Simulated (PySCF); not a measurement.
## Electronic structure of C₄H₅FO₃Si in real space

```xyz
14

O     0.9070   -1.9841   -0.9284
C     1.6400   -1.0514   -0.6259
C     1.1796    0.1205    0.0134
C     0.1222    0.8366    0.4164
O    -1.1335    0.9739    0.5472
Si   -2.3034   -0.2021    0.0846
O    -1.6231   -1.5946   -0.2576
C     1.4496    1.4738    0.5837
F     1.7955    2.5004   -0.2701
H     2.7159   -1.0900   -0.8505
H    -3.0587   -0.3023    1.3191
H    -2.9268    0.4678   -1.0463
H    -0.6942   -1.7926   -0.5495
H     1.9293    1.6436    1.5417
```

Geometry: GFN2-xTB.

These are results of CAM-B3LYP/def2-SVPD, SCF density, gas phase (PySCF 2.14.0), not measurements.

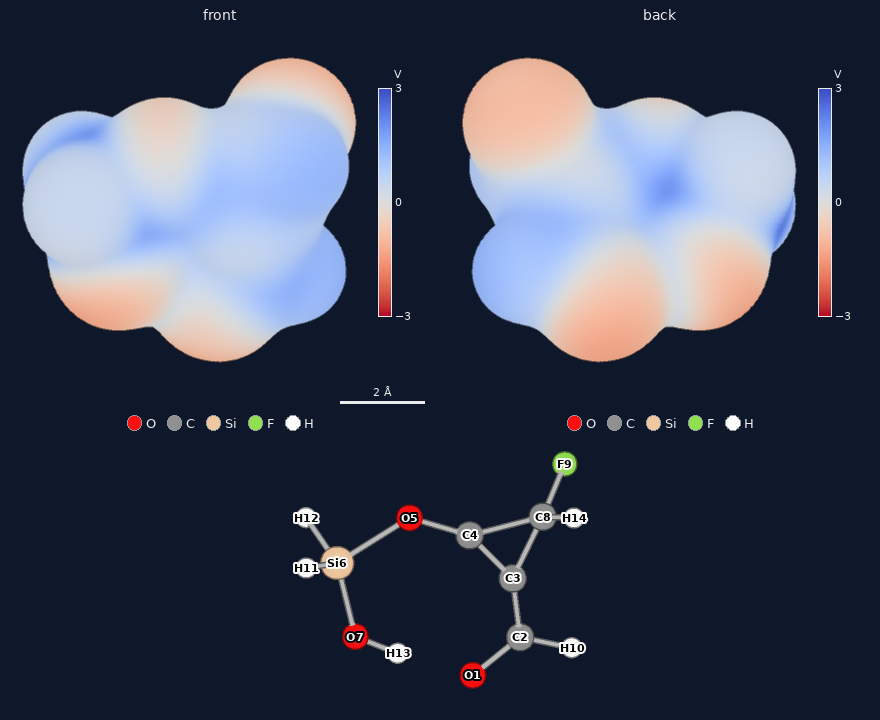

Figure 1. The electrostatic potential painted on the density surface at 0.002 e/bohr³, seen from the front and from behind; red is negative and blue positive. The bare structure is drawn below in the same view.

Q: Where is the surface potential most negative and most positive?

A: The most negative region (about −1.2 V, or −28 kcal/mol for a unit charge) lies over O1 and O7, the most positive (about +2.0 V, or +46 kcal/mol for a unit charge) over Si6.

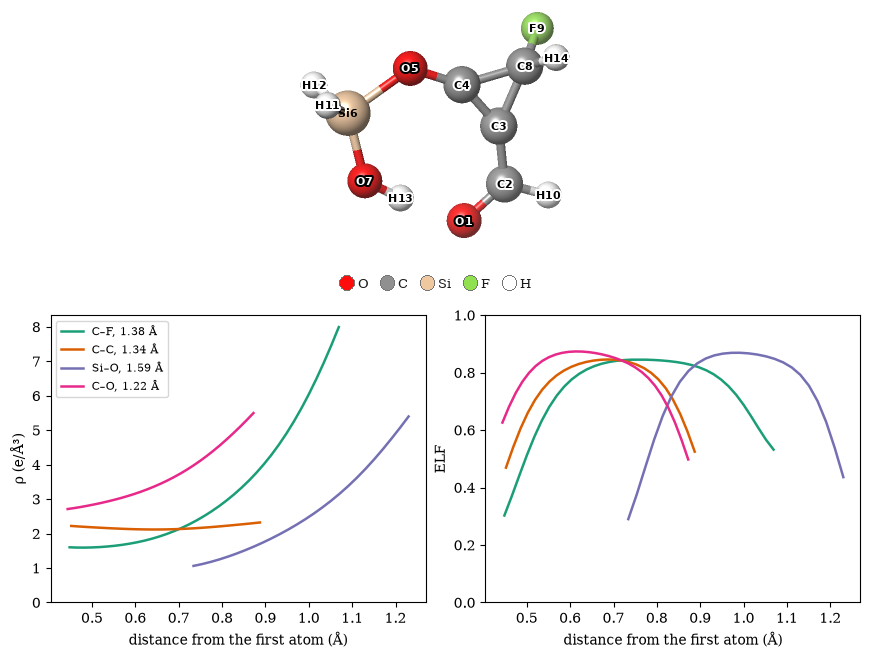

Figure 2. Total electron density and ELF along straight lines between neighbouring atoms. The curves leave out the atomic cores. The structure is drawn too.

Q: Compare the contacts.

A: C–F (1.38 Å): ρ at the midpoint is about 2.1 e/Å³, with its minimum of 1.6 e/Å³ about 0.5 Å from C; the ELF peaks at about 0.85 between the atoms: a polar covalent bond.
C–C (1.34 Å): the density is about 2.1 e/Å³ at the midpoint; the ELF peaks at about 0.85 between the atoms; a short, multiple covalent bond.
Si–O (1.59 Å): ρ at the midpoint is about 1.3 e/Å³; the ELF peaks at about 0.85 between the atoms: a short, strongly polar bond.
C–O (1.22 Å): ρ at the midpoint is about 3.2 e/Å³; the ELF peaks at about 0.85 between the atoms: a multiple bond.
